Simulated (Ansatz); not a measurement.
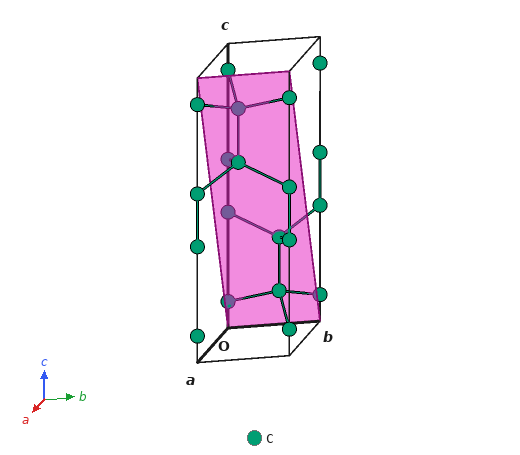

For C, the geometry relaxed with Ansatz 0.2.0, DFT, PBE, plane waves, PAW; the starting structure was generated, so it need not be a known form of this composition: every member of one family of equally spaced planes, hx + ky + lz = a whole number, that cuts the unit cell is shaded (one member passes through the origin O). All values are computed from the atomic coordinates in the standard setting (tolerance 0.002 Å).

a = 2.518 Å, b = 2.518 Å, c = 8.304 Å, α = 90.00°, β = 90.00°, γ = 120.00°.

> Which (hkl) family is drawn?

(1 0 −1), in four indices (1 0 −1 −1); the opposite sign names the same planes. The member next to the origin meets the axes a at 1, b never, c at −1.

> What is the spacing?

d = 2.109 Å.

> Which atoms of the cell lie in these planes (within 0.03 Å)?

2 of the 8 C.
